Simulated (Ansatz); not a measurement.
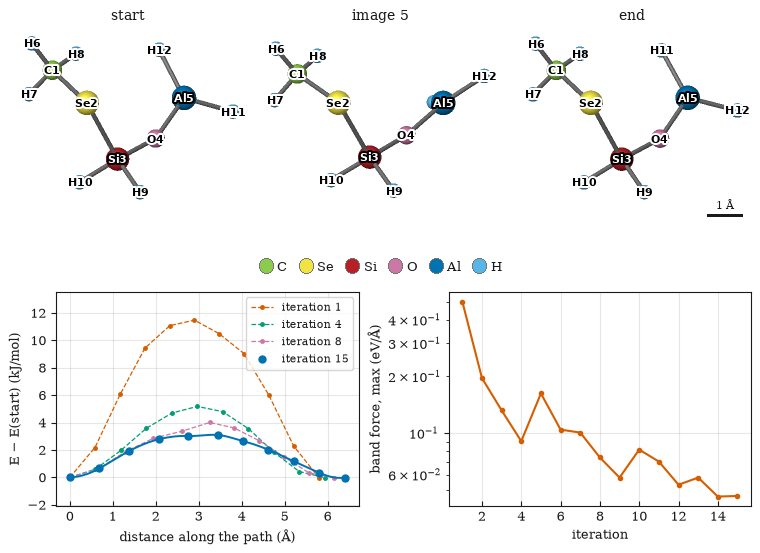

NEB run on CH7AlOSeSi. Images are numbered from 0 (start) to 10 (end). The plot follows the band through its iterations. The picture is a ball-and-stick view, seen at a tilt.

These are results of Ansatz, RKS PBE0-D4/def2-SVP, not measurements.

The input:
```yaml
crystal:
  periodic: [false, false, false]
  atoms:
    - { symbol: C, position_ang: [-1.570313, 0.392855, 1.343424] }
    - { symbol: Se, position_ang: [-0.991431, 1.820592, 0.133621] }
    - { symbol: Si, position_ang: [1.152571, 1.114193, -0.125147] }
    - { symbol: O, position_ang: [1.255863, -0.308869, -0.948197] }
    - { symbol: Al, position_ang: [0.720957, -1.780177, -1.621509] }
    - { symbol: H, position_ang: [-2.587387, 0.649382, 1.666393] }
    - { symbol: H, position_ang: [-0.914882, 0.34378, 2.222902] }
    - { symbol: H, position_ang: [-1.58968, -0.574476, 0.82557] }
    - { symbol: H, position_ang: [1.82507, 2.21055, -0.87867] }
    - { symbol: H, position_ang: [1.778746, 0.923221, 1.217389] }
    - { symbol: H, position_ang: [1.614331, -2.435043, -2.746766] }
    - { symbol: H, position_ang: [-0.616844, -2.411108, -1.055109] }
basis:
  gaussian: { orbitals: def2-SVP }
hamiltonian:
  xc: pbe0
  dispersion: d4
neb:
  order_check: false
  images: 9
  f_tol: 0.05
  max_iterations: 35
  initial_path: idpp
  final_atoms:
    - { symbol: C, position_ang: [-1.56591799, 0.38667367, 1.34551753] }
    - { symbol: Se, position_ang: [-0.99147182, 1.81983341, 0.13915714] }
    - { symbol: Si, position_ang: [1.15368985, 1.12017206, -0.1316524] }
    - { symbol: O, position_ang: [1.25726078, -0.29835696, -0.96313331] }
    - { symbol: Al, position_ang: [0.71528265, -1.77616687, -1.6200507] }
    - { symbol: H, position_ang: [-2.58184591, 0.64343733, 1.67190381] }
    - { symbol: H, position_ang: [-0.90838569, 0.33378865, 2.22346743] }
    - { symbol: H, position_ang: [-1.5877054, -0.57961149, 0.82507928] }
    - { symbol: H, position_ang: [1.82388363, 2.22100294, -0.88059667] }
    - { symbol: H, position_ang: [1.78101046, 0.92348086, 1.20943434] }
    - { symbol: H, position_ang: [-0.59632045, -2.42550961, -1.00978948] }
    - { symbol: H, position_ang: [1.5775209, -2.42384399, -2.77543597] }
```

Command:
```bash
ansatz run input.yaml --threads 2 --pin off --max-ram 3072MiB --backend cpu --events-out ev --progress --plain --runs-dir out
```

Q: How did the profile develop, and is the result final?

A: The result is final at these settings. The band converged in 15 iterations. The largest component of the band force went from 0.5 to 0.046 eV/Å. The climbing image converged on the top of the path. Its vibrational analysis gives one imaginary mode (52i cm⁻¹), as a transition state must have. The first iteration put the highest image at 11.48 kJ/mol. The two ends have the same energy, and the highest point, image 5, lies 3.10 kJ/mol above the start.
